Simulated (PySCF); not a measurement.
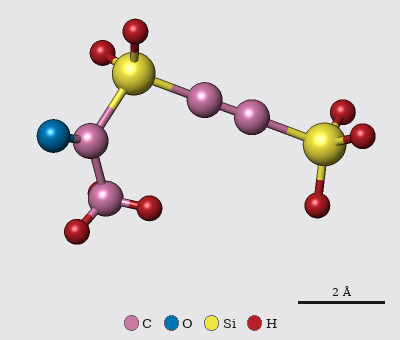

C4H8OSi2, before the relaxation. A ball-and-stick model, seen at a tilt.

The start comes from GFN2-xTB. Its atoms were then displaced at random by about 0.01 Å.

Theory: PySCF 2.14.0, density-fitted response routines, PBE0-D3(BJ)/def2-SVP geometry optimisation, gas phase.

```xyz
15

C    -2.1183   -0.8069    0.6465
C    -2.2153    0.7178    0.6526
O    -3.1253    1.3197    1.1966
Si   -0.7903    1.6940   -0.2814
C     0.7080    0.6673   -0.1252
C     1.7067    0.0032   -0.0016
Si    3.2403   -1.0471    0.1663
H    -2.0679   -1.1240   -0.3925
H    -3.0020   -1.2162    1.1603
H    -1.2243   -1.0916    1.1522
H    -1.2197    1.7651   -1.6828
H    -0.6543    3.0080    0.3428
H     2.7736   -2.4189    0.3795
H     3.9785   -0.9257   -1.0708
H     3.9951   -0.5622    1.3107
```

**What does the optimiser find from here?**

After 14 geometry steps the energy has fallen by 0.187 eV. The atom that moves furthest after the best rigid fit is O3 (0.56 Å). Largest moves by element: O 0.56 Å, H 0.48 Å, C 0.19 Å, Si 0.10 Å. Some distances before and after: Si7–H14 1.446 → 1.491 Å, C1–H10 1.066 → 1.103 Å, C6–Si7 1.866 → 1.837 Å, Si4–H12 1.461 → 1.488 Å. Bond angles that change, for instance: C2–Si4–C5 106.0° → 111.3°, O3–C2–Si4 120.6° → 115.9°, C1–C2–Si4 116.6° → 121.0°. Groups turn about C2–Si4 by about 20°.

The structure at the end:

```xyz
15

C    -2.1878   -0.7788    0.8200
C    -2.3015    0.6839    0.5018
O    -3.3163    1.3198    0.6717
Si   -0.7988    1.6643   -0.2447
C     0.7471    0.6780   -0.1637
C     1.7486   -0.0233   -0.0796
Si    3.2642   -1.0500    0.0693
H    -1.8716   -1.3344   -0.0782
H    -3.1479   -1.1632    1.1915
H    -1.3951   -0.9327    1.5710
H    -1.1223    1.9712   -1.6675
H    -0.6420    2.9263    0.5288
H     2.8797   -2.4907    0.1041
H     4.1521   -0.7957   -1.1010
H     3.9763   -0.6921    1.3296
```

The end point in the same view:

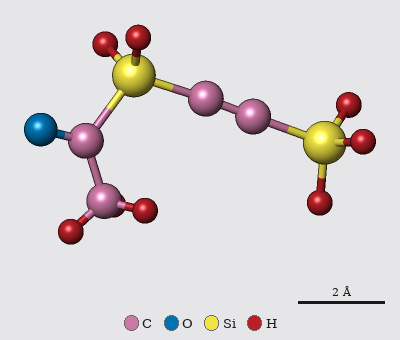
